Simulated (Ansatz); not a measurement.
The compound is CrO2 (space group P4_2/mnm, No. 136), taken as a calculation's input that goes back to an entry of the Crystallography Open Database (an earlier step may have relaxed or displaced it).

Space group P4_2/mnm (No. 136). a = 4.421 Å, b = 4.421 Å, c = 2.917 Å, α = 90.00°, β = 90.00°, γ = 90.00°

| atom | site | symmetry | x | y | z |
| --- | --- | --- | --- | --- | --- |
| Cr | 2a | m.mm | 0.0000 | 0.0000 | 0.0000 |
| O | 4f | m.2m | 0.3010 | 0.3010 | 0.0000 |

Bonds are taken as Cr–O below 2.2 Å. Simplification: prune 0- and 1-connected atoms, fold 2-connected ones into links.

Derive the underlying net.

The result is a binodal (3,6)-connected, three-periodic net: O is a 3-connected node; Cr is a 6-connected node, in the ratio 2:1. It is the rtl net, known from rutile. It is a single net, without interpenetration.

```csv
node,links,point symbol,coordination sequence
O,3,4·6²,3 14 19 62 51
Cr,6,4²·6¹⁰·8³,6 10 38 34 102
```

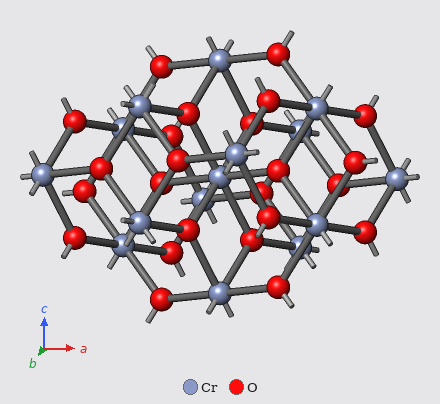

Nodes are coloured by element. Short stubs are edges that leave the cut-out.
